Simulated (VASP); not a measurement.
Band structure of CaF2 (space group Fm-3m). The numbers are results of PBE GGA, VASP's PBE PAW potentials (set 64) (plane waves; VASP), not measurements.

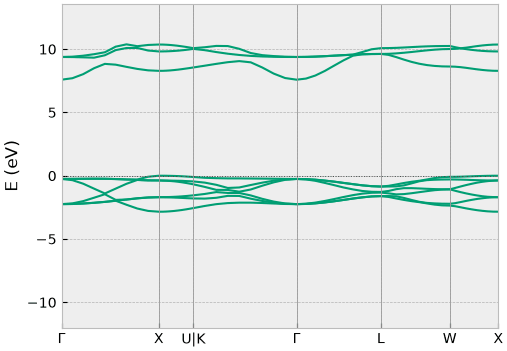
Figure: Bands along high-symmetry lines, zero at the valence-band maximum or, without a gap, the Fermi level

Question: Read the plot: is there a gap, and where are the band edges?

Answer: The gap is indirect, 7.58 eV, from the valence maximum at X to the conduction minimum at Γ.

The structure comes from a computed database's CaF2 entry; how it stands against other phases isn't given here. The cell was not relaxed at this level.
